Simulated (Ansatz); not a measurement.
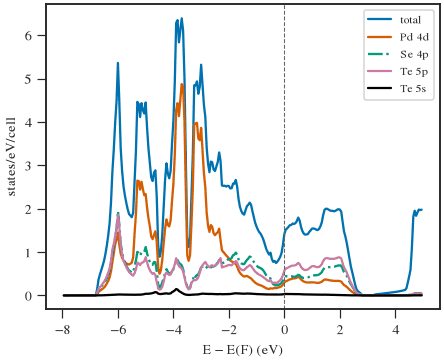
Figure. Total and projected density of states of TePdSe in space group P3m1 (No. 156; Te on 1a, Pd on 1b, Se on 1c), LDA in the plane-wave PAW code Ansatz

Which orbitals carry the states next to the Fermi level?

Within 0.5 eV of the Fermi level: Te 5p 40 %, Se 4p 29 %, Pd 4d 22 %. Projections are on Löwdin-orthogonalised atomic valence shells; empty p or d shells of many metals are not among them.

Where is the tallest occupied peak in this window, and what makes it?

Near -3.7 eV, about 6.4 states/eV per cell; the largest projected share is Pd 4d.

The workflow started from a Materials Project entry (that database holds measured and hypothetical structures alike); the Crystallography Open Database copy checked does not list it. With Te and Se taken as one species the cell has the higher symmetry P-3m1, so it may be an ordered model of a mixed-site phase. Its standing as an ambient phase is unchecked. The LDA relaxation kept the symmetry of its start; its stability against distortions is not shown here. The run is not spin-polarised. A crystal of weakly bound layers computed without a dispersion correction: the cell and the soft elastic constants depend strongly on that. Scalar-relativistic: spin–orbit coupling is off unless named, which matters more the heavier the elements.

Potentials: the later of the program's two PAW sets.
